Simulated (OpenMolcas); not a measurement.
**Ga²⁺: multiconfigurational calculation**

System: Ga²⁺.
Method: state-averaged SS-CASPT2, IPEA shift 0.75, sigma2 shift 0.2 hartree, closed shells 3s 3p 3d correlated, active space 1 electron in the shells 4s 4p 5s 5p, basis ANO-RCC-VDZ, DKH2 scalar Hamiltonian, spin-orbit coupling by RASSI with atomic mean-field integrals (OpenMolcas).

**Summary**

- outcome: converged
- lowest level: 4s ²S₁/₂
- first excited level: 4p ²P°₁/₂, 64,334 cm⁻¹ (measured: 65,169)
- energy of the lowest spin-free term: −1941.24521 hartree
- energy of the lowest spin-orbit level: −1941.24521 hartree
- CASPT2 correlation energy: −0.0111 hartree
- largest spread among components of a term: 0.0 cm⁻¹
- lowest reference weight: 0.998
- hardware: 1 thread of Arm Neoverse V1, 24 GiB of memory available, shared host
- wall time: 0.83 s

**Remarks**

The run is of multi-state type; this report uses its single-state energies. Caveats: extra active shells serve correlation only, their own levels not computed.

**The input**
```
&GATEWAY
Coord
1

Ga 0.0 0.0 0.0
Basis=ANO-RCC-VDZ
Group=XYZ
NoMove
AngMom=0.0 0.0 0.0
AMFI
&SEWARD
&RASSCF
FileOrb=start.orb
Symmetry=1
Spin=2
nActEl=1 0 0
Inactive=8 6
Ras2=1 3
CIRoot=1 1 1
SDav=1
CIMx=300
Iter=120 100
PrWF=0.3
OrbListing=Nothing
MaxOrb=0
Atom
>>> COPY $Project.JobIph JOBPRE
&RASSCF
FileOrb=start.orb
Symmetry=1
Spin=2
nActEl=1 0 0
Inactive=8 6
Ras2=2 6
CIRoot=1 1 1
SDav=2
CIMx=300
Iter=120 100
PrWF=0.3
OrbListing=Nothing
MaxOrb=0
Atom
>>> COPY $Project.JobIph JOB001
&RASSCF
FileOrb=start.orb
Symmetry=2
Spin=2
nActEl=1 0 0
Inactive=8 6
Ras2=2 6
CIRoot=3 3 1
SDav=6
CIMx=300
Iter=120 100
PrWF=0.3
OrbListing=Nothing
MaxOrb=0
Atom
>>> COPY $Project.JobIph JOB002
&RASSI
NrOfJobIphs=2 1 3
1
1 2 3
IphNames
JOB001
JOB002
EJob
SpinOrbit
DIPRint=1.0
SOCoupling=1000.0
Subsets=2
MEES
Property=10
'ANGMOM' 1 'ANGMOM' 2 'ANGMOM' 3 'MLTPL  1' 1 'MLTPL  1' 2 'MLTPL  1' 3
'AMFI' 1 'AMFI' 2 'AMFI' 3 'MLTPL  2' 6
SOProperty=3
'ANGMOM' 1 'ANGMOM' 2 'ANGMOM' 3
>>> COPY JOB001 $Project.JobIph
&CASPT2
Multistate=1 1
Frozen=2 3
IPEA=0.75
Sig2=0.2
MaxIter=60
WThr=0.0 0.3 0.05
PrWF=0.5
NoMix
>>> COPY JOB002 $Project.JobIph
&CASPT2
Multistate=3 1 2 3
Frozen=2 3
IPEA=0.75
Sig2=0.2
MaxIter=60
WThr=0.0 0.3 0.05
PrWF=0.5
NoMix
```

The file start.orb holds starting orbitals from an earlier step. A driver script formed the levels outside the program, from RASSI's spin-orbit matrix and the CASPT2 energies (for multi-state variants, the effective Hamiltonian), averaged over the components of each term or state. The log and the time are those of the CASPT2 step.

Command:
```bash
OMP_NUM_THREADS=1 MOLCAS_MEM=2252 MOLCAS_PROJECT=a pymolcas a.inp > a.log  # once for each step of the input, in one work folder
```

**The program's output (extracts)**
```
--- CASPT2 ---
Orbital specifications:
      -----------------------

      Symmetry species                           1   2
                                                ag  au
      Frozen orbitals                            2   3
      Inactive orbitals                          6   3
      Active orbitals                            2   6
      Secondary orbitals                         0   0
      Deleted orbitals                           0   0
      Number of basis functions                 10  12
Type of calculation                        SS-CASPT2
      Fock operator                              state-specific
      IPEA shift                                 0.75
      Real shift                                 0.00
      Imaginary shift                            0.00
      Sigma^2 regularizer                        0.20
      The input orbitals will be transformed to quasi-canonical
Reference energy:       -1941.2340829377
      E2 (Non-variational):      -0.0111247861
      Shift correction:          -0.0000000011
      E2 (Variational):          -0.0111247872
      Total energy:           -1941.2452077249
      Residual norm:              0.0000000396
      Reference weight:           0.99762
      Contributions to the CASPT2 correlation energy
      Active & Virtual Only:          0.0000000000
      One Inactive Excited:          -0.0027567356
      Two Inactive Excited:          -0.0083680505
::    CASPT2 Root  1     Total energy:  -1941.24520772
--- CASPT2 ---
Orbital specifications:
      -----------------------

      Symmetry species                           1   2
                                                ag  au
      Frozen orbitals                            2   3
      Inactive orbitals                          6   3
      Active orbitals                            2   6
      Secondary orbitals                         0   0
      Deleted orbitals                           0   0
      Number of basis functions                 10  12
Type of calculation                        MS-CASPT2
      Fock operator                              state-specific
      IPEA shift                                 0.75
      Real shift                                 0.00
      Imaginary shift                            0.00
      Sigma^2 regularizer                        0.20
      The input orbitals will be transformed to quasi-canonical
Reference energy:       -1940.9372895342
      E2 (Non-variational):      -0.0096332533
      Shift correction:          -0.0000000038
      E2 (Variational):          -0.0096332571
      Total energy:           -1940.9469227913
      Residual norm:              0.0000002999
      Reference weight:           0.99799
      Contributions to the CASPT2 correlation energy
      Active & Virtual Only:          0.0000000000
      One Inactive Excited:          -0.0014773211
      Two Inactive Excited:          -0.0081559321
Reference energy:       -1940.9372895342
      E2 (Non-variational):      -0.0096332532
      Shift correction:          -0.0000000038
      E2 (Variational):          -0.0096332570
      Total energy:           -1940.9469227913
      Residual norm:              0.0000002999
      Reference weight:           0.99799
      Contributions to the CASPT2 correlation energy
      Active & Virtual Only:          0.0000000000
      One Inactive Excited:          -0.0014773211
      Two Inactive Excited:          -0.0081559321
::    CASPT2 Root  1     Total energy:  -1940.94692279
::    CASPT2 Root  2     Total energy:  -1940.94692279
::    CASPT2 Root  3     Total energy:  -1940.94692279
::    MS-CASPT2 Root  1     Total energy:  -1940.94692279
::    MS-CASPT2 Root  2     Total energy:  -1940.94692279
::    MS-CASPT2 Root  3     Total energy:  -1940.94692279
```

**Spin-orbit levels, grouped by J and assigned**

| Configuration | Level | E (cm⁻¹) | LS purity (%) | Landé g |
| --- | --- | --- | --- | --- |
| 4s | ²S₁/₂ | 0 | 100 | 2.002 |
| 4p | ²P°₁/₂ | 64,330 | 100 | 0.666 |
| 4p | ²P°₃/₂ | 66,030 | 100 | 1.334 |

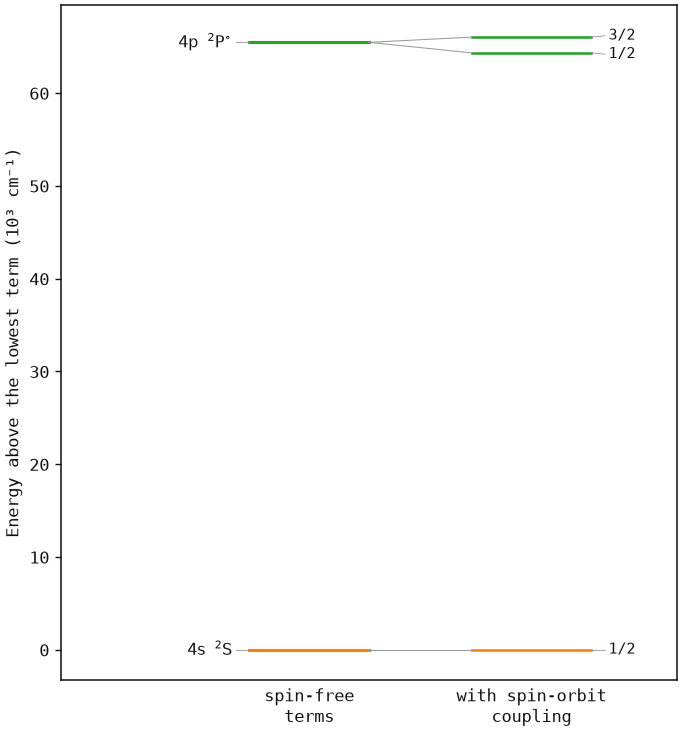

**Figure 1.** Terms of Ga²⁺ (gallium, Z = 31) without and with spin-orbit coupling; numbers at the right are J. 4s ²S (at 0) gives the one level J = 1/2; 4p ²P° (at 65,500 cm⁻¹) splits over 1,700 cm⁻¹ into J = 1/2, 3/2 from the bottom up (normal). The ground level lies 0 below the lowest term.
